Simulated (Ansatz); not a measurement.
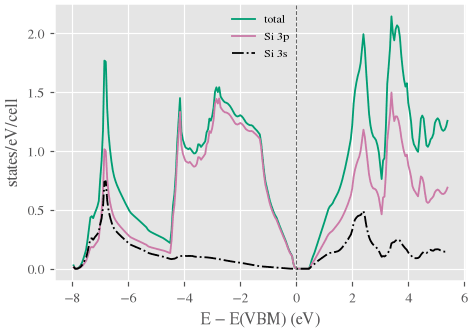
Figure. Total and projected density of states of Si (diamond, space group No. 227), the program Ansatz at the LDA level (PAW)

Problem. Which orbitals carry the states next to the gap?

Solution. Top 1 eV of the valence band: Si 3p 96 %. Bottom 1 eV of the conduction band: Si 3p 57 %, Si 3s 26 %, outside the projected shells 16 %. Projections are on Löwdin-orthogonalised atomic valence shells; empty p or d shells of many metals are not among them.

Problem. Where is the tallest occupied peak in this window, and what makes it?

Solution. Near -6.8 eV, about 1.8 states/eV per cell; the largest projected share is Si 3p.

Space group Fd-3m (diamond). The LDA relaxation kept the symmetry of its start.

Potentials: the earlier of the program's two PAW sets. The files were generated under PBE; for other functionals the program regenerates the frozen cores, and for LDA and PBEsol the local potential too.
